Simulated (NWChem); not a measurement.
**r2SCAN/6-31G(d) (spherical functions) run of C2H4F2 (1,1-difluoroethane)**

Aim: the electronic atomisation energy of C2H4F2 (1,1-difluoroethane) at r2SCAN/6-31G* (spherical functions), from 4 runs. 

The results are computed with NWChem 7.3.0.

4 further runs of the same task are left out: 1 that didn't finish, 3 set aside as unsound or not needed.

### Step 1. The molecule

The species is C2H4F2 (8 atoms), meant as a singlet with charge 0. SMILES: `CC(F)F`. Geometry: relaxed at PBE0-D4/def2-TZVP.

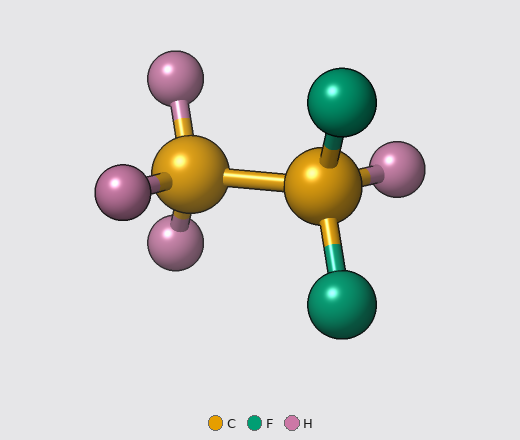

Viewed from a chosen angle; carbon amber, fluorine teal, hydrogen pink.

### Step 2. A single-point energy at r2SCAN/6-31G(d) (spherical functions) (run 1)

m1.xyz

```xyz
8
C2H4F2 r2SCAN
C      0.003300     0.777600     0.023300
C     -0.052000    -0.718200    -0.008200
F      0.925500    -1.243400     0.779100
F      0.168200    -1.172100    -1.271900
H      0.981400     1.111900    -0.325400
H     -0.157200     1.132800     1.041800
H     -0.771000     1.190600    -0.624000
H     -1.006100    -1.136400     0.329500
```

m1.nw

```
start m1
title "C2H4F2 r2SCAN"
memory total 2200 mb
charge 0
geometry units angstrom noautosym nocenter noautoz
  load m1.xyz
end
basis spherical bse
  * library 6-31G*
end
dft
  xc r2scan
  grid lebedev 99 14
  convergence energy 1e-08
  iterations 100
  mulliken
  print low
end
task dft energy
```

Started as:

```
$ nwchem m1.nw > m1.out
```

Log:

```text
[...]
 d= 0,ls=0.0,diis     1   -278.0654586668 -4.11D+02  1.90D-02  9.07D-01     1.3
[...]
 d= 0,ls=0.0,diis     8   -278.1626513641  3.56D-09  4.35D-06  1.86D-07     8.4
         Total DFT energy =     -278.162651364127
      One electron energy =     -647.361036990394
           Coulomb energy =      269.687072883829
    Exchange-Corr. energy =      -33.199278790562
 Nuclear repulsion energy =      132.710591533000
[...]
      Total Density - Mulliken Population Analysis
     ---------------------------------------------
    Atom       Charge   Shell Charges
 -----------   ------   -------------------------------------------------------
    1 C    6     6.61   2.00  0.68  2.14  0.68  1.09  0.03
    2 C    6     5.46   2.00  0.71  1.88  0.33  0.43  0.11
    3 F    9     9.33   2.00  0.94  3.30  1.04  2.04  0.02
    4 F    9     9.33   2.00  0.94  3.30  1.04  2.04  0.02
    5 H    1     0.79   0.52  0.28
    6 H    1     0.81   0.52  0.29
    7 H    1     0.81   0.52  0.29
    8 H    1     0.87   0.55  0.33
[...]
```

Wall time 9.3 s (1 thread of Intel Xeon 6975P-C (Granite Rapids), shared host); peak memory 0.12 GiB.

### Step 3. The C atom, same level (run 2)

c.nw

```
echo
start c
title "C"
memory 2200 mb
charge 0

geometry units au noautosym nocenter noautoz
C    0.00000000   0.00000000   0.00000000
end

basis spherical bse
* library 6-31G*
end

dft
xc r2scan
mult 3
grid lebedev 99 14
convergence energy 1e-08
maxiter 100
mulliken
noprint "final vectors analysis"
end

task dft energy
```

Started as:

```
$ nwchem c.nw > c.out
```

Log:

```text
[...]
          Wavefunction type:  spin polarized.
          No. of atoms     :     1
          No. of electrons :     6
[...]
          Charge           :     0
          Spin multiplicity:     3
[...]
          AO basis - number of functions:    14
[...]
              XC Information
              --------------
                      r^2SCAN Method XC Functional
               r^2SCAN metaGGA Exchange Functional  1.000
                     r^2SCAN Correlation Potential  1.000
[...]
 d= 0,ls=0.0,diis     1    -37.7908764686 -3.78D+01  2.59D-02  5.30D-02     0.1
[...]
 d= 0,ls=0.0,diis     6    -37.8191999728 -4.77D-09  5.06D-06  8.73D-11     0.2
[...]
         Total DFT energy =      -37.819199972796
      One electron energy =      -50.489985465526
           Coulomb energy =       17.893265197908
    Exchange-Corr. energy =       -5.222479705177
 Nuclear repulsion energy =        0.000000000000
[...]
      Total Density - Mulliken Population Analysis
     ---------------------------------------------
    Atom       Charge   Shell Charges
 -----------   ------   -------------------------------------------------------
    1 C    6     6.00   2.00  0.85  1.22  1.15  0.78  0.00
     --------------------------------------------
      Spin Density - Mulliken Population Analysis
     --------------------------------------------
    Atom       Charge   Shell Charges
 -----------   ------   -------------------------------------------------------
    1 C    6     2.00  -0.00  0.06  1.22 -0.06  0.78 -0.00
[...]
      <S2> =      2.0035 (Exact =     2.0000)
[...]
```

Wall time 0.79 s (1 thread of Intel Xeon 6975P-C (Granite Rapids), shared host); peak memory 0.1 GiB.

Run 3 isn't shown in full; the table further down has it.

### Step 4. The H atom (run 4)

sp.nw

```
echo
start sp
title "H energy"
memory stack 880 mb heap 220 mb global 1100 mb

geometry units angstroms noautosym nocenter noautoz
   H     0.000000    0.000000    0.000000
end

basis spherical bse
   * library 6-31G*
end

dft
   xc r2scan
   mult 2
   grid lebedev 99 14
   convergence energy 1e-08
   iterations 100
   mulliken
   print low
end

task dft energy
```

Run the same way, it converges to -0.49823 Eh (log not shown).

### Step 5. All runs side by side

```
run                                  level  partner  energy (Eh)  wall time
  1    r2SCAN/6-31G* (spherical functions)     base  -278.162651      9.3 s
  2  U-r2SCAN/6-31G* (spherical functions)    atoms   -37.819200     0.79 s
  3  U-r2SCAN/6-31G* (spherical functions)    atoms   -99.673592     0.77 s
  4  U-r2SCAN/6-31G* (spherical functions)    atoms    -0.498227     0.65 s
```

### Step 6. Outcome

At r2SCAN/6-31G* (spherical functions):

```
                     quantity        value
         H atom: total energy  -0.49823 Eh
                 H atom: ⟨S²⟩        0.750
electronic atomisation energy    32.223 eV
```

What this shows: Taking the molecule apart into free atoms costs 32.22 eV (3109 kJ/mol), before zero-point energy and without spin-orbit coupling. All runs together took 12 s, the longest 9.3 s.
